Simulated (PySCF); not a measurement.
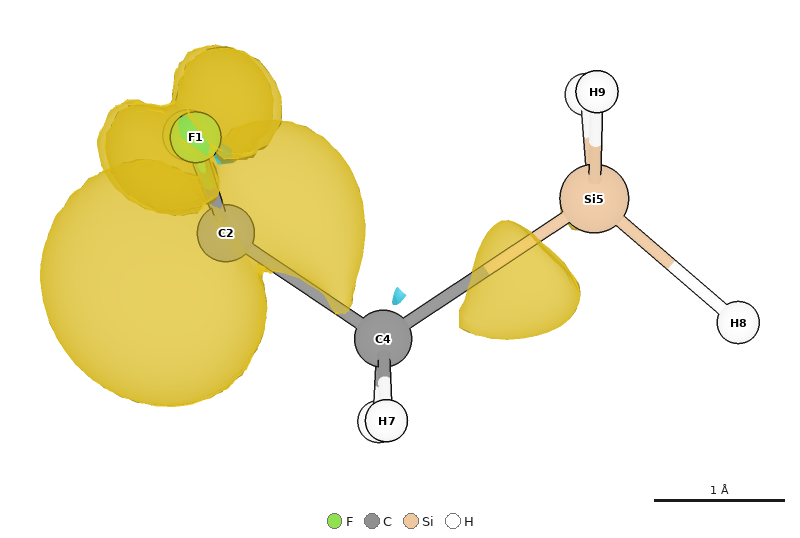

Figure. C2H5F2Si (SMILES F[C](F)C[SiH3]) (doublet). Isosurfaces of the spin density at +0.03 (yellow) and −0.03 e/Å³ (cyan), seen across its widest extent.

Geometry: GFN2-xTB.

Level of theory: UKS B3LYP, pcH-1 on C F H Si, non-relativistic, mean-field spin-orbit, GIAO in PySCF.

```xyz
10

F     1.9990    1.0488    0.2147
C     1.5334   -0.2145    0.1220
F     1.6341   -0.7936    1.3371
C     0.3128   -0.4378   -0.6438
Si   -1.2576    0.3550    0.2014
H     0.1541   -1.5097   -0.7447
H     0.4378   -0.0080   -1.6360
H    -2.3809    0.0470   -0.6825
H    -1.0186    1.7914    0.2991
H    -1.4053   -0.2740    1.5101
```

Which atoms carry the spin?

Answer. The unpaired spin (1 electron) lies mostly on C2 (about 0.6), F1 (about 0.1) and F3 (about 0.1), in electrons by Hirshfeld's partition.
